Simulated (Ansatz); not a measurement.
# Cu2Pd (built on the sites of a database entry of Li2Pt): from the cell to its phonons

Aim: the vibrations of Cu2Pd (built on the sites of a database entry of Li2Pt), their spectra, and whether the structure is stable.

Main program and level: Ansatz 0.2.0; DFT PBEsol, scalar-relativistic, plane waves, PAW.

The structure was built from a prototype and need not be the compound's stable phase.

## 1. The structure

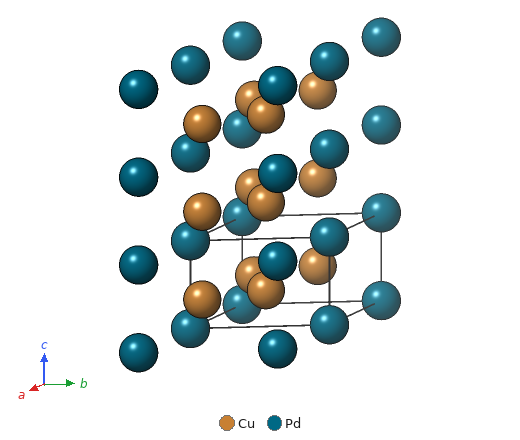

The cell as given, slightly off an axis (copper orange, palladium blue). 2×1×3 cells are drawn. Some periodic images of atoms are drawn too.

As a file:

```cif
data_structure
_symmetry_space_group_name_H-M 'P6/mmm'
_symmetry_Int_Tables_number 191
_cell_length_a 4.2789
_cell_length_b 4.2789
_cell_length_c 2.7201
_cell_angle_alpha 90.000
_cell_angle_beta 90.000
_cell_angle_gamma 120.000
_cell_volume 43.13
loop_
_atom_site_label
_atom_site_type_symbol
_atom_site_symmetry_multiplicity
_atom_site_Wyckoff_symbol
_atom_site_fract_x
_atom_site_fract_y
_atom_site_fract_z
_atom_site_occupancy
Cu1 Cu 2 d 0.33333 0.66667 0.50000 1
Pd1 Pd 1 a 0.00000 0.00000 0.00000 1
```

## 2. Coarse relaxation

The start is far from rest, so a relaxation with loose tolerances brings it close first.

The input, input.yaml:

```yaml
crystal:
  lattice:
    - [4.27892, 0.0, 0.0]
    - [-2.13946, 3.70565, 0.0]
    - [0.0, 0.0, 2.72007]
  atoms:
    - { symbol: Cu, position: [0.3333333333, 0.6666666667, 0.5] }
    - { symbol: Cu, position: [0.6666666667, 0.3333333333, 0.5] }
    - { symbol: Pd, position: [0.0, 0.0, 0.0] }
kpoints:
  mp_grid: { grid: [6, 6, 8] }
hamiltonian:
  xc: pbesol
scf:
  occupations: { method: gaussian, width: 0.1 }
output:
  forces: true
  stress: true
  eigenvalues: true
relax:
  adjacent_minimum: "off"
  f_tol: 0.05
  max_steps: 80
  cell: { stress_tol: 0.5 }
```

Launch:

```bash
$ ansatz run input.yaml --threads 8 --pin off --max-ram 14336MiB --backend cpu --events-out ev --progress --plain --runs-dir out
```

Numbers of over 12 decimals in the logs are rounded to 6 here.

Output:

```text
The last accepted step is kept in <dir> (removed where the run ends without a failure and the disk answers)
Engine: ansatz 0.2.0, x86_64-unknown-linux-gnu
Pseudopotentials: kind: paw
Pseudopotential: Cu, paw, valence charge 19, recommended cutoff 420 eV (normal), Cu.paw.azcp
Pseudopotential: Pd, paw, valence charge 18, recommended cutoff 420 eV (normal), Pd.paw.azcp
Functional definition: PBEsol
  exchange = pbesol_x
[...]
F+E_penalty+E_count = -20084.29001901 eV   max|allowed force component| = 6.245e-17 eV/Å   (the final SCF, on the basis selected at the relaxed cell)
  cell:  # Å, volume = 37.7991 Å³
    - [4.099284, 0, 0.0]
    - [-2.049642, 3.550085, 0.0]
    - [0.0, 0.0, 2.597378]
  atoms:
    - { symbol: Cu, position: [0.333333, 0.666667, 0.5] }
    - { symbol: Cu, position: [0.666667, 0.333333, 0.5] }
    - { symbol: Pd, position: [0, 0, 0.0] }
[key lines of the parts left out:]
SCF converged after 6 iterations
Free energy (F): -20084.290019 eV
Fermi energy:    17.876197 eV
P = ⅓ Tr σ = 0.0358 GPa (0.358 kbar)
```

Elapsed: 2 s, on 8 threads of Intel Xeon Platinum 8488C (Sapphire Rapids), shared host; peak memory 0.49 GiB.

The steps of the relaxation:

| step | energy less that of the first step (eV) | largest force component (eV/Å) | pressure (GPa) | volume (Å³) |
| --- | --- | --- | --- | --- |
| 1 | 0.0000 | 0.0000 | -16.41 | 43.13 |
| 2 | -0.3089 | 0.0000 | -2.38 | 38.32 |
| 3 | -0.3155 | 0.0000 | 0.65 | 37.66 |
| 4 | -0.3159 | 0.0000 | -0.01 | 37.80 |
| 5* | -0.3125 | 0.0000 | 0.04 | 37.80 |

Relaxation steps marked * repeat the geometry before them on a plane-wave basis chosen anew for their cell, so energy and pressure can jump there.

Forces are held to the 24 operations that the run works with; a distortion that breaks them can't arise in this run.

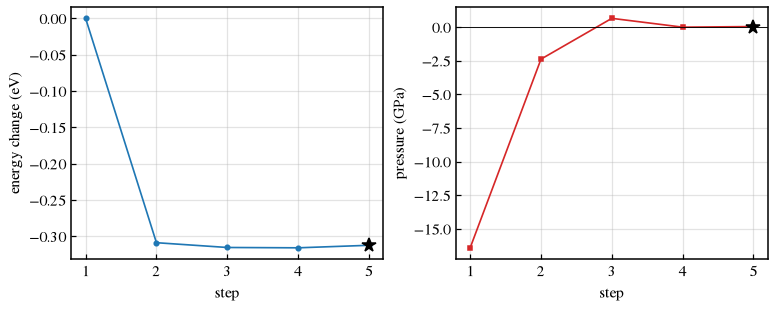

Energy and pressure along the relaxation. Stars mark steps on a basis chosen anew.

| conventional cell, symmetrised | before | after | change |
| --- | --- | --- | --- |
| a (Å) | 4.279 | 4.099 | -4.2 % |
| b (Å) | 4.279 | 4.099 | -4.2 % |
| c (Å) | 2.720 | 2.597 | -4.5 % |
| volume (Å³/atom) | 14.38 | 12.60 | -12.4 % |

The relaxed structure:

```
Cu Pd
1.0
     4.09928    0.00000    0.00000
    -2.04964    3.55008    0.00000
     0.00000    0.00000    2.59738
Cu Pd
2 1
Direct
  0.33333 0.66667 0.50000
  0.66667 0.33333 0.50000
  0.00000 0.00000 0.00000
```

This step gave:

```
pressure          : 0.03576 GPa
volume per atom   : 12.60 Å³
gap on the k-mesh : 0 eV
```

In this step the volume went from 14.38 to 12.60 Å³/atom.

## 3. Bringing the structure to rest

Harmonic phonons are second derivatives at a point where the forces vanish, and they are wanted at zero stress, so atoms and cell are relaxed first.

The input, input.yaml:

```yaml
crystal:
  lattice:
    - [4.0992844895, 0.0, 0.0]
    - [-2.0496422448, 3.5500845053, 0.0]
    - [0.0, 0.0, 2.5973779866]
  atoms:
    - { symbol: Cu, position: [0.3333333333, 0.6666666667, 0.5] }
    - { symbol: Cu, position: [0.6666666667, 0.3333333333, 0.5] }
    - { symbol: Pd, position: [0.0, 0.0, 0.0] }
kpoints:
  mp_grid: { grid: [12, 12, 16] }
hamiltonian:
  xc: pbesol
scf:
  occupations: { method: gaussian, width: 0.1 }
output:
  forces: true
  stress: true
  eigenvalues: true
  write_density: true
  write_potential: true
  elf: true
  volumetric_format: npy
relax:
  adjacent_minimum: "off"
  f_tol: 0.005
  max_steps: 80
  cell: { stress_tol: 0.05 }
```

Output:

```text
[...]
Crystal: 3 atoms, lattice volume = 37.799 Å³
Basis set: ecut = 420 eV, 717 PW (Γ), exchange–correlation on 60×60×36 points (8 copies of the dense FFT grid, shifted against one another)
Bands: 34, of which v1, the nominal top of the filled ones, is band 28 counted from 1 (27 counted from 0)
Symmetry: 24 space group operations
[...]
k-points: 171 of 2304
[...]
SCF iter   1: F=—  HF=-20084.314114 eV  |F-HF|=—  |Δ(HF+E_count)|=         —  Δρ=1.68e-2  dr2=5.77e-2  ethr=1.77e-3  ⟨swp⟩=5.8  Hψ=22416  notcnv=0  defer=19
[...]
SCF iter   6: F=-20084.300068 eV  HF=-20084.300068 eV  |F-HF|=2.07e-10  |Δ(HF+E_count)|=   1.20e-7  Δρ=6.73e-6  dr2=7.61e-9  ethr=1.79e-10  ⟨swp⟩=10.3  Hψ=38540  notcnv=0
SCF 1 converged in 6 iterations: F = -20084.300068 eV  dr2 = 7.61e-9
[...]
relax step   1: F+E_penalty+E_count = -20084.30006832 eV  Δ(F+E_penalty+E_count) = +0.000e0 eV  max|allowed force component| = 1.002e-17 eV/Å  Δτ_max = 0.0000 Å  P = -0.122 GPa  Ω = 37.799 Å³  (6 SCF iters, dr2 threshold 1.00e-7 eV, accepted)
Crystal: 3 atoms, lattice volume = 37.750 Å³
[...]
SCF iter   6: F=-20084.300928 eV  HF=-20084.300928 eV  |F-HF|=0.00e0  |Δ(HF+E_count)|=  1.46e-11  Δρ=1.24e-7  dr2=3.77e-12  ethr=1.00e-12  ⟨swp⟩=4.3  Hψ=26899  notcnv=0
SCF 2 converged in 6 iterations: F = -20084.300928 eV  dr2 = 3.77e-12
relax step   2: F+E_penalty+E_count = -20084.30092833 eV  Δ(F+E_penalty+E_count) = -8.600e-4 eV  max|allowed force component| = 4.452e-17 eV/Å  Δτ_max = 0.0000 Å  P = +0.080 GPa  Ω = 37.750 Å³  energy of the carried Pulay correction = +2.362e-5 eV  (6 SCF iters, dr2 threshold 3.00e-7 eV, accepted)
Crystal: 3 atoms, lattice volume = 37.770 Å³
[...]
SCF iter   6: F=-20084.301143 eV  HF=-20084.301143 eV  |F-HF|=4.37e-11  |Δ(HF+E_count)|=  1.46e-11  Δρ=4.44e-7  dr2=3.49e-11  ethr=1.00e-12  ⟨swp⟩=4.1  Hψ=28034  notcnv=0
SCF 3 converged in 6 iterations: F = -20084.301143 eV  dr2 = 3.49e-11
relax step   3: F+E_penalty+E_count = -20084.30114325 eV  Δ(F+E_penalty+E_count) = -2.149e-4 eV  max|allowed force component| = 3.392e-17 eV/Å  Δτ_max = 0.0000 Å  P = -0.023 GPa  Ω = 37.770 Å³  energy of the carried Pulay correction = +1.014e-5 eV  (6 SCF iters, dr2 threshold 3.00e-7 eV, accepted)
[...]
SCF iter   9: F=-20084.301128 eV  HF=-20084.301128 eV  |F-HF|=3.64e-12  |Δ(HF+E_count)|=  3.64e-12  Δρ=1.47e-10  dr2=6.93e-18  ethr=1.00e-12  ⟨swp⟩=2.2  Hψ=14332  notcnv=0
SCF 4 converged in 9 iterations: F = -20084.301128 eV  dr2 = 6.93e-18
relax step   4: F+E_penalty+E_count = -20084.30112802 eV  Δ(F+E_penalty+E_count) = +1.523e-5 eV  max|allowed force component| = 2.390e-17 eV/Å  Δτ_max = 0.0000 Å  P = -0.022 GPa  Ω = 37.770 Å³  stress off target by 4.62e-2 GPa  SCF on the basis re-selected at this cell (its energy is not comparable with the rows above)  (9 SCF iters)
[...]
SCF converged after 9 iterations
Free energy (F): -20084.301128 eV
[...]
Internal energy: -20084.296979 eV  (E = F + TS)
E sigma→0 (E₀):  -20084.299054 eV
Entropy (-TS):   -0.004149 eV (-1.383 meV/atom)
Fermi energy:    18.065211 eV
[...]
--- Stress (GPa, compression-positive) ---
       -0.046154       0.000000       0.000000
        0.000000      -0.046154      -0.000000
        0.000000      -0.000000       0.025951
  P = ⅓ Tr σ = -0.0221 GPa (-0.221 kbar)
--- Band table (eV; the first three rows and the last of 171) ---
  k-point 0: bands = [... 24 lower, 16.0008, 16.0008, 17.4531, 17.4531, 23.9387, 23.9387, 24.1797, 24.6219, ... 2 higher]
  k-point 1: bands = [... 24 lower, 15.9996, 15.9996, 17.4200, 17.4200, 24.1032, 24.1032, 24.2129, 24.6582, ... 2 higher]
  k-point 2: bands = [... 24 lower, 16.1526, 16.1526, 17.3398, 17.3398, 24.3141, 24.5692, 24.5692, 24.7642, ... 2 higher]
  k-point 170: bands = [... 24 lower, 16.9741, 16.9741, 17.9139, 19.5357, 21.1626, 21.1626, 23.1167, 23.1167, ... 2 higher]
--- Relaxed structure (3 steps of the walk, 3 accepted, 1 SCFs on fresh bases) ---
[...]
cell:  # Å, volume = 37.7697 Å³
    - [4.109269, 2.893792403846198e-11, 0.0]
    - [-2.054634, 3.558731, 0.0]
    - [0.0, 0.0, 2.582760]
  atoms:
    - { symbol: Cu, position: [0.333333, 0.666667, 0.500000] }
    - { symbol: Cu, position: [0.666667, 0.333333, 0.500000] }
    - { symbol: Pd, position: [0, 0, 0.0] }
```

Run time: 4.6 s. Hardware: 8 threads; peak memory 0.63 GiB.

Relaxation path:

| step | energy less that of the first step (eV) | largest force component (eV/Å) | pressure (GPa) | volume (Å³) |
| --- | --- | --- | --- | --- |
| 1 | 0.0000 | 0.0000 | -0.12 | 37.80 |
| 2 | -0.0009 | 0.0000 | 0.08 | 37.75 |
| 3 | -0.0011 | 0.0000 | -0.02 | 37.77 |
| 4* | -0.0011 | 0.0000 | -0.02 | 37.77 |

Relaxation steps marked * repeat the geometry before them on a plane-wave basis chosen anew for their cell, so energy and pressure can jump there.

Forces are held to the 24 operations that the run works with; a distortion that breaks them can't arise in this run.

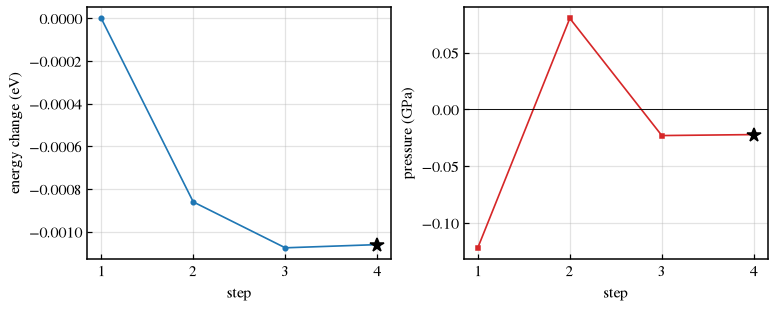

Energy and pressure along the relaxation. Stars mark steps on a basis chosen anew.

| conventional cell, symmetrised | before | after | change |
| --- | --- | --- | --- |
| a (Å) | 4.099 | 4.109 | +0.2 % |
| b (Å) | 4.099 | 4.109 | +0.2 % |
| c (Å) | 2.597 | 2.583 | -0.6 % |
| volume (Å³/atom) | 12.60 | 12.59 | -0.1 % |

Final coordinates:

```xyz
3
Lattice="4.1093 0.0000 0.0000 -2.0546 3.5587 0.0000 0.0000 0.0000 2.5828" Properties=species:S:1:pos:R:3 pbc="T T T"
Cu    0.0000    2.3725    1.2914
Cu    2.0546    1.1862    1.2914
Pd    0.0000    0.0000    0.0000
```

This step gave:

| Item | Value |
| --- | --- |
| pressure | -0.02212 GPa |
| volume per atom | 12.59 Å³ |

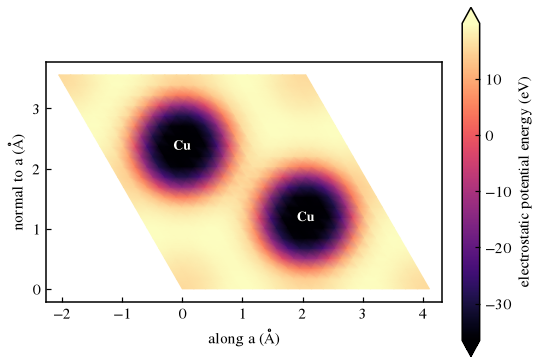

Electrostatic potential energy in the ab plane at fractional z = 0.500, with atoms of Cu within 0.2 Å of it. With pseudopotentials it is smooth inside the atoms' cores, unlike the true potential.

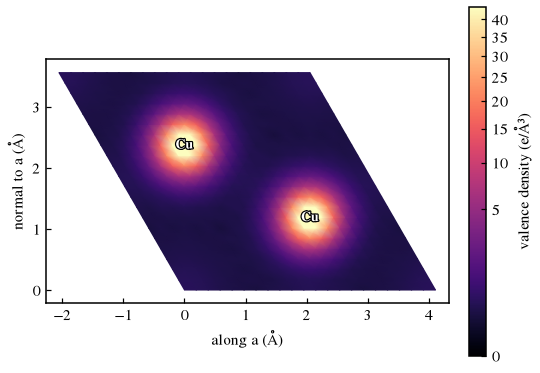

Valence density in the ab plane at fractional z = 0.500, with atoms of Cu within 0.2 Å of it. It is the smooth field of the valence electrons, not physical close to the nuclei. The colour scale is stretched toward low values.

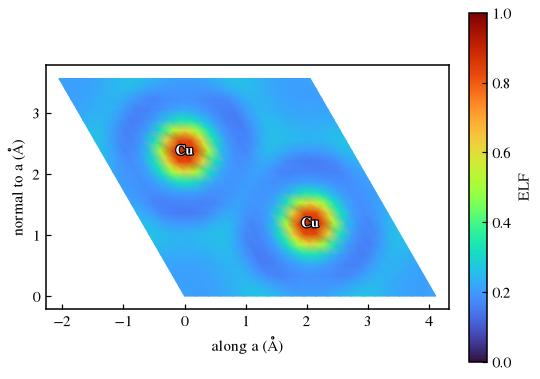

ELF in the ab plane at fractional z = 0.500, with atoms of Cu within 0.2 Å of it. It is the smooth field of the valence electrons, not physical close to the nuclei.

In this step the volume went from 12.60 to 12.59 Å³/atom.

## 4. Tight relaxation

Phonons need a cell at rest on their own settings, so the relaxation is repeated with tight tolerances on forces and stress, using the mesh and the filling of the phonon run that follows.

The input, input.yaml:

```yaml
crystal:
  lattice:
    - [4.109268913, 0.0, 0.0]
    - [-2.0546344565, 3.5587312696, 0.0]
    - [0.0, 0.0, 2.5827595074]
  atoms:
    - { symbol: Cu, position: [0.3333333333, 0.6666666667, 0.5] }
    - { symbol: Cu, position: [0.6666666667, 0.3333333333, 0.5] }
    - { symbol: Pd, position: [0.0, 0.0, 0.0] }
kpoints:
  mp_grid: { grid: [12, 12, 16] }
hamiltonian:
  xc: pbesol
scf:
  occupations: { method: methfessel_paxton, width: 0.2 }
output:
  forces: true
  stress: true
  eigenvalues: true
relax:
  adjacent_minimum: "off"
  f_tol: 0.001
  max_steps: 60
  cell: { stress_tol: 0.01 }
```

Output:

```text
[...]
Crystal: 3 atoms, lattice volume = 37.770 Å³
Basis set: ecut = 420 eV, 717 PW (Γ), exchange–correlation on 60×60×36 points (8 copies of the dense FFT grid, shifted against one another)
Bands: 34, of which v1, the nominal top of the filled ones, is band 28 counted from 1 (27 counted from 0)
Symmetry: 24 space group operations
[...]
k-points: 171 of 2304
[...]
--- Relaxed structure (3 steps of the walk, 3 accepted, 1 SCFs on fresh bases) ---
[...]
cell:  # Å, volume = 37.7634 Å³
    - [4.108675, 0.0, 0.0]
    - [-2.054338, 3.558217, 0.0]
    - [0.0, 0.0, 2.583074]
  atoms:
    - { symbol: Cu, position: [0.333333, 0.666667, 0.500000] }
    - { symbol: Cu, position: [0.666667, 0.333333, 0.500000] }
    - { symbol: Pd, position: [0, 0, 0.0] }
[key lines of the parts left out:]
SCF converged after 5 iterations
Free energy (F): -20084.298200 eV
Fermi energy:    18.066231 eV
P = ⅓ Tr σ = -0.0010 GPa (-0.010 kbar)
```

Wall time 3.8 s (8 threads); peak memory 0.62 GiB; 25 s of CPU time.

Little changed from the start: no atom moved by 0.005 Å and no cell edge by 0.1 %.

This step gave:

```yaml
pressure: -0.001014 GPa
```

The forces vanish by symmetry and the pressure is -0.001 GPa, within the tolerances set. The cell now holds 12.59 Å³/atom.

## 5. Zone-centre response

The zone centre comes first: it holds the modes that light can see, as far as symmetry allows. No field response is asked, since the mesh shows no gap.

input.yaml, the sections that differ from step 4:

```yaml
crystal:
  lattice:
    - [4.1086750818, 0.0, 0.0]
    - [-2.0543375409, 3.5582169968, 0.0]
    - [0.0, 0.0, 2.5830741128]
  atoms:
    - { symbol: Cu, position: [0.3333333333, 0.6666666667, 0.5] }
    - { symbol: Cu, position: [0.6666666667, 0.3333333333, 0.5] }
    - { symbol: Pd, position: [0.0, 0.0, 0.0] }
output:
  eigenvalues: true
phonons:
  method: dfpt
# kpoints, hamiltonian, scf: as in step 4
# relax: removed
```

Output:

```text
zone centre: on kpoints.mp_grid the ground state, and the responses unless they are solved on pairs of k-points, stand on 387 of the mesh's 2304 k-points, reduced under 4 symmetry operations, with k and −k counted as one. Each operation leaves every solved displacement unchanged or reverses it
[...]
Crystal: 3 atoms, lattice volume = 37.763 Å³
Basis set: ecut = 420 eV, 717 PW (Γ), exchange–correlation on 60×60×36 points (8 copies of the dense FFT grid, shifted against one another)
Bands: 34, of which v1, the nominal top of the filled ones, is band 28 counted from 1 (27 counted from 0)
Symmetry: 24 space group operations
k-points: 387 of 2304 (irreducible under 4 space group operations, time reversal used)
[...]
SCF iter   1: F=—  HF=-20084.312366 eV  |F-HF|=—  |Δ(HF+E_count)|=         —  Δρ=1.69e-2  dr2=5.85e-2  ethr=1.77e-3  ⟨swp⟩=5.1  Hψ=49652  notcnv=0
[...]
SCF iter   8: F=-20084.298200 eV  HF=-20084.298200 eV  |F-HF|=0.00e0  |Δ(HF+E_count)|=  3.64e-12  S|Δr|=    0.00e0  Δρ=7.10e-8  dr2=8.38e-13  ethr=1.00e-12  ⟨swp⟩=7.8  Hψ=63655  notcnv=0
SCF 1 converged in 8 iterations: F = -20084.298200 eV  dr2 = 8.38e-13
[...]
DFPT response loops at Γ: preconditioner auto → Kerker (q_TF=auto, 2.913 Å⁻¹) (partly filled bands, converged f_vac=0.000); β = 1.00, the filter's whole step (`scf.mixing.beta` (0.50) is not read by the response loops under this deck's `scf.mixing.preconditioner`; to damp them name `kerker` or `kerker_dos`, under which they read `scf.mixing.beta`, and type it under 1.00, their step now; both keys bind the ground state too); Broyden in place of MSR1
SCF converged after 8 iterations
[...]
Free energy (F): -20084.298200 eV
[...]
Internal energy: -20084.300839 eV  (E = F + TS)
E sigma→0 (E₀):  -20084.298860 eV
Entropy (-TS):   0.002640 eV (0.880 meV/atom)
Fermi energy:    18.066231 eV
[...]
--- Band table (eV; the first three rows and the last of 387) ---
  k-point 0: bands = [... 24 lower, 16.0042, 16.0042, 17.4584, 17.4584, 23.9455, 23.9455, 24.1871, 24.6288, ... 2 higher]
  k-point 1: bands = [... 24 lower, 16.0031, 16.0031, 17.4253, 17.4253, 24.1100, 24.1100, 24.2203, 24.6651, ... 2 higher]
  k-point 2: bands = [... 24 lower, 16.1565, 16.1565, 17.3451, 17.3451, 24.3214, 24.5759, 24.5759, 24.7709, ... 2 higher]
  k-point 386: bands = [... 24 lower, 16.7499, 16.9975, 17.7903, 19.2009, 19.9860, 22.7434, 23.6137, 23.6561, ... 2 higher]
--- Phonons (Γ-DFPT): 4 representative perturbations + reference, on 387 of 2304 k-points (Σ response iterations 15) ---
  k mesh reduced under 4 symmetry operations, with k and −k counted as one. Each operation leaves every solved displacement unchanged or reverses it
  ASR residual: 3.932e-5 → 0.000e0 eV/Å²; symmetrization residual: 1.713e-5 eV/Å²
  ASR residual per site (eV/Å²): 3.93e-5 3.93e-5 1.98e-5
  Γ frequencies (cm⁻¹): -50.19 0.00 0.00 0.00 127.16 172.46 172.46 256.53 256.53
  non-analytic LO–TO correction: not included (Born effective charges unavailable; polar crystals: no LO–TO splitting at Γ)
```

Elapsed: 27 s, on 8 threads; peak memory 1.7 GiB; 2.9 min of CPU time.

In the SCF lines HF is the Harris–Foulkes energy and dr2 the Hartree energy of the density residual, in eV; the loop may stop once dr2 is under the threshold and the program's other checks hold. Hψ counts applications of the Hamiltonian.

Numbers from this step:

```yaml
sum_rule_residual_before_enforcement: 3.93e-5 eV/Å²
point_group: 6/mmm
highest_optical_mode_at_the_zone_centre_no_lo_to_term: 256.5 cm⁻¹
lowest_optical_zone_centre_mode: -50.19 cm⁻¹
```

Patterns of degenerate modes are one choice out of their space. The modes at Γ (shares of kinetic energy by element, %) (negative means imaginary):

| mode | frequency (cm⁻¹) | symmetry | Cu % | Pd % |
| --- | --- | --- | --- | --- |
| 1 | -50.2 | B1g | 100 | 0 |
| 2 | 0.0 | acoustic | 54 | 46 |
| 3 | 0.0 | acoustic | 54 | 46 |
| 4 | 0.0 | acoustic | 54 | 46 |
| 5 | 127.2 | A2u | 46 | 54 |
| 6 | 172.5 | E1u | 46 | 54 |
| 7 | 172.5 | E1u | 46 | 54 |
| 8 | 256.5 | E2g | 100 | 0 |
| 9 | 256.5 | E2g | 100 | 0 |

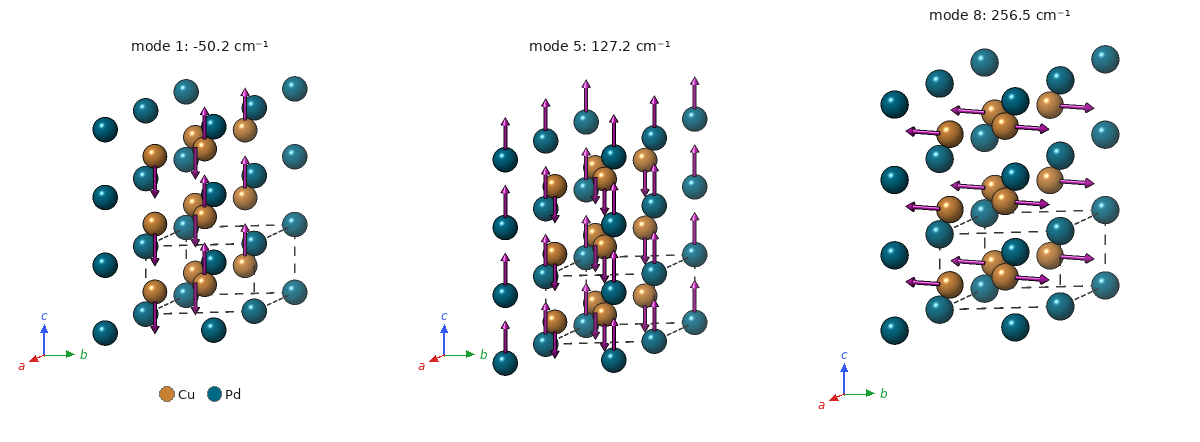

Displacement patterns of modes 1, 5 and 8 at Γ; arrows are exaggerated. 2×1×3 cells are drawn. Some periodic images of atoms are drawn too.

Before it was imposed, the acoustic sum rule was missed by 3.9e-5 eV/Å². Small misses are needed for a sound result but don't prove that mesh and cutoff are converged. The lowest optical mode is imaginary, 50.2i cm⁻¹, so the energy falls along it.

(Continued in part 2 of 2.)

[Logs are printed without paths, hosts, clocks, repeated set-up lines and the standing remarks that a program may print on its own settings, such as how far it seeks lower states.]

[Hosts, paths, dates, database ids (printed as entryN), source tags and the programs' standing remarks are cut or masked in the printed files.]
